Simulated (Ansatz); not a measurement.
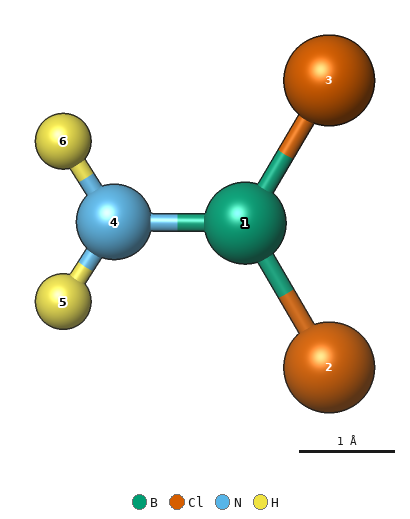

**Figure 1.** The structure as given in the input (ball-and-stick view, seen on its broad side; atoms are numbered from 1 in the order of the input). Bond lengths as drawn: B–Cl 1.76 Å, B–N 1.38 Å and H–N 1.01 Å.

BNH$_{2}$Cl$_{2}$: single-point calculation

- system: BNH$_{2}$Cl$_{2}$
- method: RKS BHLYP-D4/def2-TZVPP (Ansatz 0.2.0)

The geometry comes from this level: PBE0-D4/def2-TZVP.

## Log
```
Functional definition: BHLYP
  name "BHLYP"
  cite "Becke, J. Chem. Phys. 98, 1372 (1993) doi:10.1063/1.464304"
  cite "Becke, Phys. Rev. A 38, 3098 (1988) doi:10.1103/PhysRevA.38.3098"
  cite "Lee, Yang & Parr, Phys. Rev. B 37, 785 (1988) doi:10.1103/PhysRevB.37.785"
  parameter a = 0.5
  exchange = (1 - a)*b88_x + a*exact_x
  correlation = lyp_c
1184 factors; their error is unknown
mean field evaluation 1: about -27244.0908 eV, gradient 4.8e1 eV
mean field evaluation 2: about -27243.4142 eV, gradient 5.0e1 eV
mean field evaluation 4: about -27248.2663 eV, gradient 1.3e0 eV
mean field evaluation 8: about -27248.4324 eV, gradient 2.5e-1 eV
mean field evaluation 16: about -27248.4324 eV, gradient 2.3e-5 eV
mean field -27248.43242130 eV, -1001.3614218319 hartree, gradient 2.3e-5 eV, S^2 0.000000; 0 other end points of the search recorded, 0 dependent functions left out
reference -27248.43258358 eV, -1001.3614277954 hartree; 24, 24 occupied and 150, 150 virtual orbitals, 1184 factors
Total energy: -27248.60725088 eV, -1001.3678467006 hartree
```

This output came from the following input.

## The input
```yaml
crystal:
  periodic: [false, false, false]
  atoms:
    - {symbol: B, position_ang: [-0.529979, 0.147105, -0.972637]}
    - {symbol: Cl, position_ang: [0.131231, -0.834884, -2.276510]}
    - {symbol: Cl, position_ang: [-0.951970, 1.828495, -1.283184]}
    - {symbol: N, position_ang: [-0.716452, -0.398007, 0.285613]}
    - {symbol: H, position_ang: [-0.486474, -1.353347, 0.496960]}
    - {symbol: H, position_ang: [-1.091333, 0.133884, 1.051634]}
basis:
  gaussian: {orbitals: def2-TZVPP}
hamiltonian: {xc: {name: BHLYP}, dispersion: d4}
```

Command:
```bash
ansatz run in.yaml --threads 4 --pin off --events-out ev --progress --plain --max-ram 9574MiB
```

## Key numbers

| quantity | value |
| --- | --- |
| outcome | converged |
| total energy | −27248.6073 eV |
| mean-field energy | −27248.4326 eV |
| dispersion energy | −0.1747 eV |
| SCF solution under orbital rotations | stable |
| hardware | 4 threads of Arm Neoverse V1, 23 GiB of memory available, shared host |
| wall time | 1.4 s (CPU time 4.8 s) |
| peak memory | 0.47 GiB |
